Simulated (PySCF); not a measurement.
## Electronic structure of C4H14Si2 (SiH2Me(SiMe3)) in real space

```xyz
20

Si    1.0392    1.2568    0.7235
H     1.0816    1.2799    2.2248
H     2.4652    1.2569    0.2536
C     0.1756    2.8186    0.0981
H     0.6988    3.7266    0.4335
H    -0.8598    2.8641    0.4696
H     0.1427    2.8300   -1.0023
Si   -0.0539   -0.6864   -0.0208
C    -1.8559   -0.6267    0.5417
C     0.0094   -0.7446   -1.9077
C     0.7852   -2.2176    0.6932
H    -2.4006   -1.5263    0.2113
H    -2.3730    0.2525    0.1258
H    -1.9273   -0.5728    1.6394
H    -0.5021    0.1248   -2.3501
H     1.0482   -0.7494   -2.2731
H    -0.4866   -1.6540   -2.2849
H     1.8401   -2.2747    0.3827
H     0.7565   -2.2098    1.7939
H     0.2792   -3.1339    0.3471
```

Geometry: PBE0-D3(BJ)/def2-SVP.

Level of theory: wB97X-D/def2-SVPD, SCF density, gas phase (PySCF).

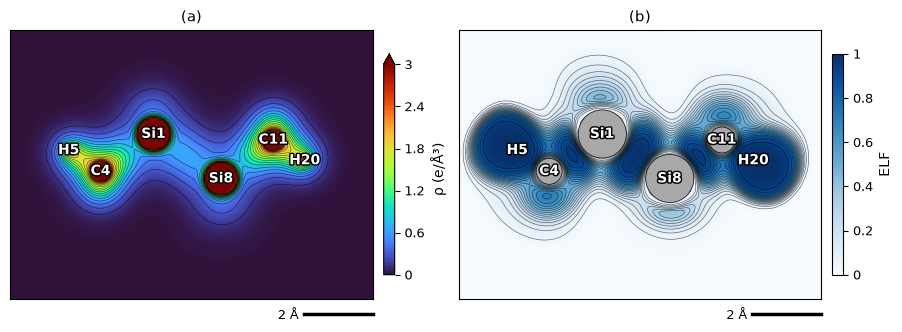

Figure 1. (a) total electron density; (b) electron localisation function on the plane of atoms Si8, C11 and H20. Grey discs cover the atomic cores in the ELF map.

What do the fields say about this system?

- The section cuts through Si, C and H sites.
- C–Si (1.89 Å): the density is about 0.94 e/Å³ at the midpoint; the ELF peaks at about 0.95 between the atoms; a covalent bond.
- Si–Si (2.35 Å): ρ at the midpoint is about 0.66 e/Å³; the ELF peaks at about 1 between the atoms; localised, covalent bonding.
- C–H (1.10 Å): the density is about 1.9 e/Å³ at the midpoint; the ELF climbs to about 1 towards the hydrogen, as it does in any bond to H: an ordinary covalent bond to hydrogen.

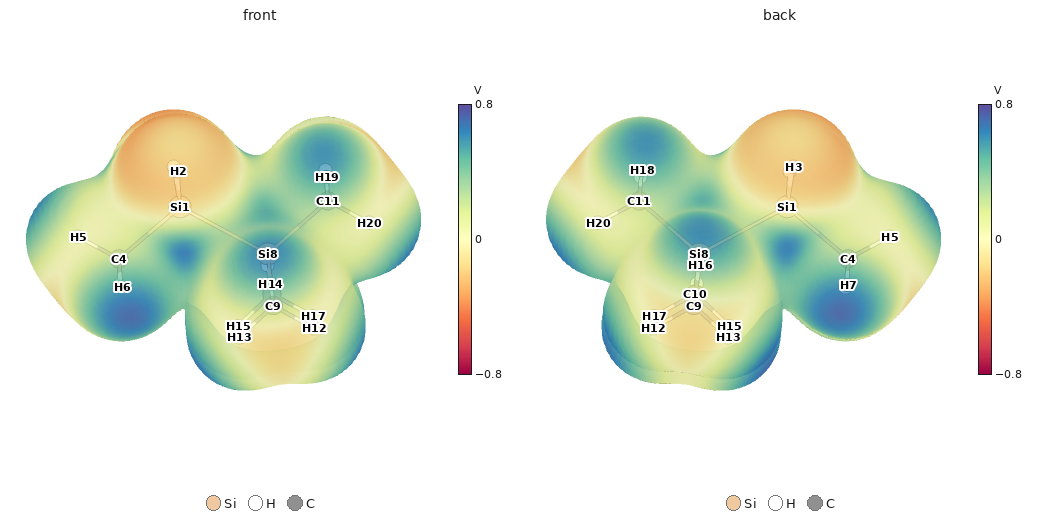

Figure 2. The molecular electrostatic potential painted on the density surface at 0.002 e/bohr³, seen from the front and from behind; the colour scale runs from red (negative) to blue (positive).

Where is the surface potential most negative and most positive?

The most negative region (about −0.3 V) lies over H2 and H3, the most positive (about +0.7 V) over the H atoms.

How polar is the molecule by this calculation?

Its dipole moment is 0.91 D.
